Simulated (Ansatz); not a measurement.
# What N vacancy, symmetric start does to GaN

The reference is a 16-atom supercell of GaN in the zinc blende structure (space group F-43m, No. 216; a = 4.498 Å) at its relaxed geometry.

One thing is altered: a neutral N vacancy, symmetric start, atoms relaxed at fixed cell.

Computed with plane-wave PAW DFT at the r2SCAN level (Ansatz, an electronic-structure program, 500 eV), no SOC, earlier PAW set. Γ-centred 5×5×5 mesh, Fermi–Dirac width 0.01 eV.

```json
{
 "pressure": "-1.0 GPa (base 0.0 GPa)",
 "energy_gained_by_relaxation": "0.06 eV",
 "largest_displacement_of_a_host_atom_from_its_site_in_the_perfect_cell": "0.04 Å",
 "mean_distance_from_the_defect_site_to_its_nearest_host_atoms": "1.91 Å (base 1.95 Å)"
}
```

Final structure:

```
CELL_PARAMETERS angstrom
      0.00000     4.49817     4.49817
      4.49817     0.00000     4.49817
      4.49817     4.49817     0.00000
ATOMIC_POSITIONS crystal
  N  0.37475 0.37475 0.87525
  N  0.37475 0.87525 0.37475
  N  0.37475 0.87525 0.87525
  N  0.87525 0.37475 0.37475
  N  0.87525 0.37475 0.87525
  N  0.87525 0.87525 0.37475
  N  0.87500 0.87500 0.87500
  Ga 0.99969 0.99969 0.99969
  Ga 0.99969 0.99969 0.50093
  Ga 0.99969 0.50093 0.99969
  Ga 0.00781 0.49740 0.49740
  Ga 0.50093 0.99969 0.99969
  Ga 0.49740 0.00781 0.49740
  Ga 0.49740 0.49740 0.00781
  Ga 0.49740 0.49740 0.49740
```

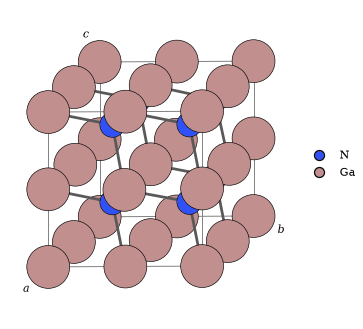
Fig. 1. The relaxed cell after the change

The magnetic state is the one reached from the starting moments; the real material's order can differ, and small cells can't hold many antiferromagnetic ones. The cell is small, so the values are those of an ordered compound at a high defect concentration; dilute-limit values will differ. The mesh was chosen for an insulator and is coarse for the gapless case. The defect started on the symmetric site and kept its symmetry, so it may sit on a saddle. Starting moments died away, wholly or in part, for N vacancy; another magnetic solution may exist. The defect cell is spin-polarised and ends with 0.2 μB, a fractional moment that hangs on the mesh and smearing. This is not the structure that GaN has at room temperature and ambient pressure.
